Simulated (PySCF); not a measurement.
# NH3S (Thiohydroxylamine): BCCD(T)/STO-6G

What is the energy change on altering one bond length of NH3S (Thiohydroxylamine) at BCCD(T)/STO-6G? 

Program for the calculation: PySCF 2.14.0.

11 further runs of the same task are left out: 11 set aside as unsound or not needed.

### 1 The molecule

The species is NH3S (5 atoms), meant as a singlet with charge 0. As SMILES, `NS`. The shape is that of a GFN2-xTB optimisation. This is one conformer, not always the lowest.

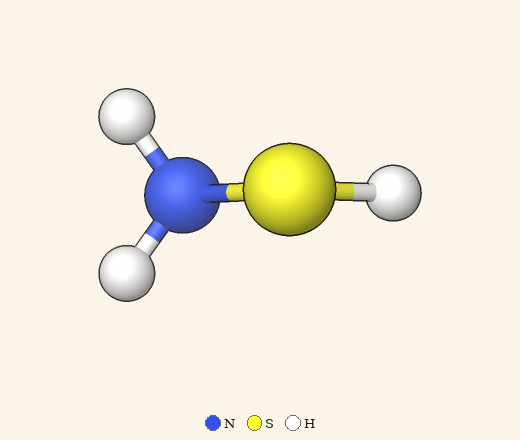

Viewed from a chosen angle; nitrogen blue, sulfur yellow, hydrogen white.

### 2 The energy at BCCD(T)/STO-6G

File run.py:

```python
# Thiohydroxylamine
from pyscf import gto, cc
from pyscf.cc.bccd import bccd_kernel_

system = gto.M(
    atom='''
N     -0.307572    -0.958847    -0.437850
S      0.317984     1.803498     1.153357
H      0.028421    -2.457948     0.709460
H     -2.146710    -0.991577    -0.981165
H      2.107876     2.604874    -0.443821
''',
    max_memory=1860,
    basis='sto-6g',
    spin=0,
    verbose=4,
    unit='bohr',
)

calc0 = system.RHF()
calc0.conv_tol = 1e-10
calc0.kernel()
if not calc0.converged:
    calc0 = calc0.newton().run(calc0.mo_coeff, calc0.mo_occ)

mycc = cc.CCSD(calc0, frozen=6).run()
mycc = bccd_kernel_(mycc, diis=True)
e_t = mycc.ccsd_t()
e_final = mycc.e_tot + e_t
print('E(%s) = %.9f' % ('BCCD(T)', e_final))
```

Launch:

```sh
$ OMP_NUM_THREADS=1 python run.py
```

Output:

```text
PySCF version 2.14.0

[INPUT] num. atoms = 5
[INPUT] num. electrons = 26
[INPUT] charge = 0
[INPUT] spin (= nelec alpha-beta = 2S) = 0
[INPUT] symmetry False subgroup None
[INPUT] Mole.unit = bohr
[INPUT] Symbol           X                Y                Z      unit          X                Y                Z       unit  Magmom
[INPUT]  1 N     -0.162760093117  -0.507399981159  -0.231700241801 AA   -0.307572000000  -0.958847000000  -0.437850000000 Bohr   0.0
[INPUT]  2 S      0.168269886237   0.954370041540   0.610330240455 AA    0.317984000000   1.803498000000   1.153357000000 Bohr   0.0
[INPUT]  3 H      0.015039745512  -1.300690067226   0.375430064059 AA    0.028421000000  -2.457948000000   0.709460000000 Bohr   0.0
[INPUT]  4 H     -1.135990010454  -0.524719951272  -0.519210158152 AA   -2.146710000000  -0.991577000000  -0.981165000000 Bohr   0.0
[INPUT]  5 H      1.115439942645   1.378439958118  -0.234859958928 AA    2.107876000000   2.604874000000  -0.443821000000 Bohr   0.0

nuclear repulsion = 57.8575492554813
number of shells = 11
number of NR pGTOs = 102
number of NR cGTOs = 17
basis = sto-6g
ecp = {}

******** <class 'pyscf.scf.hf.RHF'> ********
method = RHF
initial guess = minao
damping factor = 0
level_shift factor = 0
DIIS = <class 'pyscf.scf.diis.CDIIS'>
diis_start_cycle = 1
diis_space = 8
diis_damp = 0
SCF conv_tol = 1e-10
SCF conv_tol_grad = None
SCF max_cycles = 50
direct_scf = True
direct_scf_tol = 1e-13
Set gradient conv threshold to 1e-05
Initial guess from minao.
init E= -452.054805343638
  HOMO = -0.216859550981266  LUMO = 0.218324855370544  gap/eV = 11.84197
cycle= 1 E= -452.126738318949  delta_E= -0.0719  |g|= 0.205  |ddm|= 2.77
  HOMO = -0.235937614332708  LUMO = 0.466055167649965  gap/eV = 19.10220
cycle= 2 E= -452.145790058987  delta_E= -0.0191  |g|= 0.0354  |ddm|= 0.364
  HOMO = -0.272496116162801  LUMO = 0.432099385195299  gap/eV = 19.17302
cycle= 3 E= -452.146650817326  delta_E= -0.000861  |g|= 0.0119  |ddm|= 0.0888
  HOMO = -0.275727069566399  LUMO = 0.433036634749303  gap/eV = 19.28644
cycle= 4 E= -452.146758524841  delta_E= -0.000108  |g|= 0.00327  |ddm|= 0.0358
  HOMO = -0.2749275063155  LUMO = 0.433036501768045  gap/eV = 19.26468
cycle= 5 E= -452.146768864346  delta_E= -1.03e-05  |g|= 0.00096  |ddm|= 0.0124
  HOMO = -0.274955753112421  LUMO = 0.433130215955965  gap/eV = 19.26800
cycle= 6 E= -452.146769810719  delta_E= -9.46e-07  |g|= 0.000142  |ddm|= 0.00441
  HOMO = -0.274974963255401  LUMO = 0.433111911083859  gap/eV = 19.26803
cycle= 7 E= -452.146769829797  delta_E= -1.91e-08  |g|= 2.94e-05  |ddm|= 0.000536
  HOMO = -0.274974447108178  LUMO = 0.433109596402537  gap/eV = 19.26795
cycle= 8 E= -452.146769830559  delta_E= -7.62e-10  |g|= 2.95e-06  |ddm|= 0.000114
  HOMO = -0.274975304203687  LUMO = 0.433109290930095  gap/eV = 19.26796
cycle= 9 E= -452.146769830564  delta_E= -5.34e-12  |g|= 2.95e-07  |ddm|= 9.5e-06
  HOMO = -0.274975353229242  LUMO = 0.433109229985777  gap/eV = 19.26796
Extra cycle  E= -452.146769830564  delta_E= 2.27e-13  |g|= 1.05e-07  |ddm|= 6.26e-07
converged SCF energy = -452.146769830564

******** <class 'pyscf.cc.ccsd.CCSD'> ********
CC2 = 0
CCSD nocc = 7, nmo = 11
frozen orbitals 6
max_cycle = 50
direct = 0
conv_tol = 1e-07
conv_tol_normt = 1e-05
diis_space = 6
diis_start_cycle = 0
diis_start_energy_diff = 1e+09
Init t2, MP2 energy = -452.217666670536  E_corr(MP2) -0.0708968399722983
Init E_corr(CCSD) = -0.0708968399723035
cycle = 1  E_corr(CCSD) = -0.0877572447025805  dE = -0.0168604047  norm(t1,t2) = 0.0409626
cycle = 2  E_corr(CCSD) = -0.0931389552739322  dE = -0.00538171057  norm(t1,t2) = 0.0154933
cycle = 3  E_corr(CCSD) = -0.0964187933150591  dE = -0.00327983804  norm(t1,t2) = 0.00673967
cycle = 4  E_corr(CCSD) = -0.0965100730140567  dE = -9.1279699e-05  norm(t1,t2) = 0.0013654
cycle = 5  E_corr(CCSD) = -0.0964825501883991  dE = 2.75228257e-05  norm(t1,t2) = 0.000420055
cycle = 6  E_corr(CCSD) = -0.0964782895634062  dE = 4.26062499e-06  norm(t1,t2) = 0.000126428
cycle = 7  E_corr(CCSD) = -0.0964773908047773  dE = 8.98758629e-07  norm(t1,t2) = 3.5708e-05
cycle = 8  E_corr(CCSD) = -0.0964776810770041  dE = -2.90272227e-07  norm(t1,t2) = 6.81083e-06
cycle = 9  E_corr(CCSD) = -0.0964777081883474  dE = -2.71113433e-08  norm(t1,t2) = 1.88589e-06
CCSD converged
E(CCSD) = -452.2432475387523  E_corr = -0.09647770818834737
BCCD loop starts.

******** <class 'pyscf.cc.ccsd.CCSD'> ********
CC2 = 0
CCSD nocc = 7, nmo = 11
frozen orbitals 6
max_cycle = 50
direct = 0
conv_tol = 1e-07
conv_tol_normt = 1e-05
diis_space = 6
diis_start_cycle = 0
diis_start_energy_diff = 1e+09
Init E_corr(CCSD) = -0.0964191904085786
cycle = 1  E_corr(CCSD) = -0.097536071169547  dE = -0.00111688076  norm(t1,t2) = 0.0179825
cycle = 2  E_corr(CCSD) = -0.0973214072063533  dE = 0.000214663963  norm(t1,t2) = 0.00437199
cycle = 3  E_corr(CCSD) = -0.097242710893261  dE = 7.86963131e-05  norm(t1,t2) = 0.00219645
cycle = 4  E_corr(CCSD) = -0.0971988263636857  dE = 4.38845296e-05  norm(t1,t2) = 0.000668865
cycle = 5  E_corr(CCSD) = -0.0971897777443036  dE = 9.04861938e-06  norm(t1,t2) = 0.000207677
cycle = 6  E_corr(CCSD) = -0.0971872961101661  dE = 2.48163414e-06  norm(t1,t2) = 5.80596e-05
cycle = 7  E_corr(CCSD) = -0.0971874139818511  dE = -1.17871685e-07  norm(t1,t2) = 1.64296e-05
cycle = 8  E_corr(CCSD) = -0.0971876832303237  dE = -2.69248473e-07  norm(t1,t2) = 3.94348e-06
cycle = 9  E_corr(CCSD) = -0.097187777370553  dE = -9.41402293e-08  norm(t1,t2) = 1.11413e-06
CCSD converged
E(CCSD) = -452.2431860901105  E_corr = -0.09718777737055297
BCC iter:    0  E:    -452.243186090110  dE:    6.145e-05  |t1|:    1.609e-03

******** <class 'pyscf.cc.ccsd.CCSD'> ********
CC2 = 0
CCSD nocc = 7, nmo = 11
frozen orbitals 6
max_cycle = 50
direct = 0
conv_tol = 1e-07
conv_tol_normt = 1e-05
diis_space = 6
diis_start_cycle = 0
diis_start_energy_diff = 1e+09
Init E_corr(CCSD) = -0.0971577667956392
cycle = 1  E_corr(CCSD) = -0.0971130380076155  dE = 4.4728788e-05  norm(t1,t2) = 0.00164627
cycle = 2  E_corr(CCSD) = -0.0971244039357886  dE = -1.13659282e-05  norm(t1,t2) = 0.000188901
cycle = 3  E_corr(CCSD) = -0.0971287402368065  dE = -4.33630102e-06  norm(t1,t2) = 5.63124e-05
cycle = 4  E_corr(CCSD) = -0.0971301613109207  dE = -1.42107411e-06  norm(t1,t2) = 1.733e-05
cycle = 5  E_corr(CCSD) = -0.0971304873859343  dE = -3.26075014e-07  norm(t1,t2) = 7.7864e-06
cycle = 6  E_corr(CCSD) = -0.0971304803254787  dE = 7.06045557e-09  norm(t1,t2) = 2.28603e-06
CCSD converged
E(CCSD) = -452.2431894955494  E_corr = -0.09713048032547869
BCC iter:    1  E:    -452.243189495549  dE:   -3.405e-06  |t1|:    2.412e-04

******** <class 'pyscf.cc.ccsd.CCSD'> ********
CC2 = 0
CCSD nocc = 7, nmo = 11
frozen orbitals 6
max_cycle = 50
direct = 0
conv_tol = 1e-07
conv_tol_normt = 1e-05
diis_space = 6
diis_start_cycle = 0
diis_start_energy_diff = 1e+09
Init E_corr(CCSD) = -0.0971333263829392
cycle = 1  E_corr(CCSD) = -0.0971393848246085  dE = -6.05844167e-06  norm(t1,t2) = 0.000222237
cycle = 2  E_corr(CCSD) = -0.0971378357245914  dE = 1.54910002e-06  norm(t1,t2) = 2.15761e-05
cycle = 3  E_corr(CCSD) = -0.0971373410477813  dE = 4.9467681e-07  norm(t1,t2) = 6.44565e-06
cycle = 4  E_corr(CCSD) = -0.0971371299514783  dE = 2.11096303e-07  norm(t1,t2) = 2.16178e-06
cycle = 5  E_corr(CCSD) = -0.0971370813762962  dE = 4.85751821e-08  norm(t1,t2) = 9.54348e-07
CCSD converged
E(CCSD) = -452.2431890022853  E_corr = -0.09713708137629617
BCC iter:    2  E:    -452.243189002285  dE:    4.933e-07  |t1|:    4.903e-06
CCSD(T) correction = -0.000545419765005025
E(BCCD(T)) = -452.243734422
```

Run time: 0.86 s. Hardware: 1 thread of Intel Xeon Platinum 8488C (Sapphire Rapids), shared host; peak memory 0.11 GiB.

### 3 The distorted shape, same level

File start.xyz:

```xyz
5
H3NS
N     -0.636346    -0.719435     0.190896
S     -0.305316     0.742335     1.032926
H     -0.458546    -1.512725     0.798026
H     -1.609576    -0.736755    -0.096614
H      1.115440     1.378440    -0.234860
```

File job.py:

```python
from pyscf import gto, cc
from pyscf.cc.bccd import bccd_kernel_

mol = gto.Mole()
mol.atom = 'start.xyz'
mol.max_memory = 1860
mol.spin = 0
mol.basis = 'sto-6g'
mol.verbose = 4
mol.build()

hf = mol.RHF()
hf.conv_tol = 1e-10
hf.kernel()
if not hf.converged:
    hf = hf.newton().run(hf.mo_coeff, hf.mo_occ)

mycc = cc.CCSD(hf, frozen=6).run()
mycc = bccd_kernel_(mycc, diis=True)
e_t = mycc.ccsd_t()
e_final = mycc.e_tot + e_t
print(f'total energy: {e_final:.8f} hartree')
```

Launch:

```sh
$ OMP_NUM_THREADS=1 python job.py
```

Output:

```text
PySCF version 2.14.0

[INPUT] num. atoms = 5
[INPUT] num. electrons = 26
[INPUT] charge = 0
[INPUT] spin (= nelec alpha-beta = 2S) = 0
[INPUT] symmetry False subgroup None
[INPUT] Mole.unit = angstrom
[INPUT] Symbol           X                Y                Z      unit          X                Y                Z       unit  Magmom
[INPUT]  1 N     -0.636346000000  -0.719435000000   0.190896000000 AA   -1.202519660462  -1.359535114426   0.360741158275 Bohr   0.0
[INPUT]  2 S     -0.305316000000   0.742335000000   1.032926000000 AA   -0.576963621448   1.402809842679   1.951947246942 Bohr   0.0
[INPUT]  3 H     -0.458546000000  -1.512725000000   0.798026000000 AA   -0.866526355515  -2.858635951783   1.508050580282 Bohr   0.0
[INPUT]  4 H     -1.609576000000  -0.736755000000  -0.096614000000 AA   -3.041657816673  -1.392265170904  -0.182573999799 Bohr   0.0
[INPUT]  5 H      1.115440000000   1.378440000000  -0.234860000000 AA    2.107876108385   2.604874079145  -0.443821077615 Bohr   0.0

nuclear repulsion = 55.411286905077
number of shells = 11
number of NR pGTOs = 102
number of NR cGTOs = 17
basis = sto-6g
ecp = {}

******** <class 'pyscf.scf.hf.RHF'> ********
method = RHF
initial guess = minao
damping factor = 0
level_shift factor = 0
DIIS = <class 'pyscf.scf.diis.CDIIS'>
diis_start_cycle = 1
diis_space = 8
diis_damp = 0
SCF conv_tol = 1e-10
SCF conv_tol_grad = None
SCF max_cycles = 50
direct_scf = True
direct_scf_tol = 1e-13
Set gradient conv threshold to 1e-05
[... 1 set-up line as earlier in the session ...]
init E= -451.714125467907
  HOMO = -0.206695829335075  LUMO = 0.0221757937545467  gap/eV = 6.22791
[... 21 lines left out ...]
converged SCF energy = -452.012621488547
[... 12 lines left out ...]
Init t2, MP2 energy = -452.11311854187  E_corr(MP2) -0.100497053323315
[... 11 lines left out ...]
CCSD converged
[... 26 lines left out ...]
CCSD converged
[... 22 lines left out ...]
CCSD converged
[... 3 lines left out ...]
******** <class 'pyscf.cc.ccsd.CCSD'> ********
CC2 = 0
CCSD nocc = 7, nmo = 11
frozen orbitals 6
max_cycle = 50
direct = 0
conv_tol = 1e-07
conv_tol_normt = 1e-05
diis_space = 6
diis_start_cycle = 0
diis_start_energy_diff = 1e+09
Init E_corr(CCSD) = -0.150927005826333
cycle = 1  E_corr(CCSD) = -0.150947880796477  dE = -2.08749701e-05  norm(t1,t2) = 0.000753023
cycle = 2  E_corr(CCSD) = -0.150932620846824  dE = 1.52599497e-05  norm(t1,t2) = 0.000110807
cycle = 3  E_corr(CCSD) = -0.150935445609026  dE = -2.8247622e-06  norm(t1,t2) = 7.2031e-05
cycle = 4  E_corr(CCSD) = -0.150936007887751  dE = -5.62278725e-07  norm(t1,t2) = 2.40582e-05
cycle = 5  E_corr(CCSD) = -0.150936522816981  dE = -5.14929231e-07  norm(t1,t2) = 9.27788e-06
cycle = 6  E_corr(CCSD) = -0.150936698863702  dE = -1.7604672e-07  norm(t1,t2) = 3.28532e-06
cycle = 7  E_corr(CCSD) = -0.150936633630441  dE = 6.52332602e-08  norm(t1,t2) = 7.49791e-07
CCSD converged
E(CCSD) = -452.1617410786458  E_corr = -0.1509366336304415
BCC iter:    2  E:    -452.161741078646  dE:    3.440e-06  |t1|:    6.507e-05

******** <class 'pyscf.cc.ccsd.CCSD'> ********
CC2 = 0
CCSD nocc = 7, nmo = 11
frozen orbitals 6
max_cycle = 50
direct = 0
conv_tol = 1e-07
conv_tol_normt = 1e-05
diis_space = 6
diis_start_cycle = 0
diis_start_energy_diff = 1e+09
Init E_corr(CCSD) = -0.150937125417471
cycle = 1  E_corr(CCSD) = -0.150938010567914  dE = -8.85150442e-07  norm(t1,t2) = 7.04414e-05
cycle = 2  E_corr(CCSD) = -0.15093812358472  dE = -1.13016807e-07  norm(t1,t2) = 5.46157e-06
cycle = 3  E_corr(CCSD) = -0.150937922173424  dE = 2.01411296e-07  norm(t1,t2) = 1.6458e-06
cycle = 4  E_corr(CCSD) = -0.150937827122283  dE = 9.50511416e-08  norm(t1,t2) = 5.63457e-07
CCSD converged
E(CCSD) = -452.1617410513018  E_corr = -0.1509378271222825
BCC iter:    3  E:    -452.161741051302  dE:    2.734e-08  |t1|:    6.854e-06
CCSD(T) correction = -0.00198599515909346
total energy: -452.16372705 hartree
```

Run time: 0.92 s. Hardware: 1 thread of Intel Xeon Platinum 8488C (Sapphire Rapids), shared host; peak memory 0.12 GiB.

### 4 Summary of results

Level: BCCD(T)/STO-6G, 6 core orbitals frozen.

| quantity | value |
| --- | --- |
| first shape: total energy | -452.24373 Eh |
| first shape: correlation energy (6 core orbitals frozen) | -97.0 mEh |
| first shape: (T) correction | -0.55 mEh |
| distorted shape: total energy | -452.16373 Eh |
| distorted shape: correlation energy (6 core orbitals frozen) | -151.1 mEh |
| distorted shape: (T) correction | -1.99 mEh |
| energy change with the S2–H5 bond stretched from 1.338 to 2.008 Å | 2.177 eV |

What this shows: With the S2–H5 bond stretched from 1.338 to 2.008 Å the energy rises by 2.18 eV (210 kJ/mol). The first shape isn't relaxed at this level, so the change isn't measured from a minimum. A restricted reference can't describe the breaking bond well at this length. The minimal basis adds a large error of its own. The triples (first shape) make up 0.6 % of the correlation energy. The triples (distorted shape) make up 1.3 % of the correlation energy.
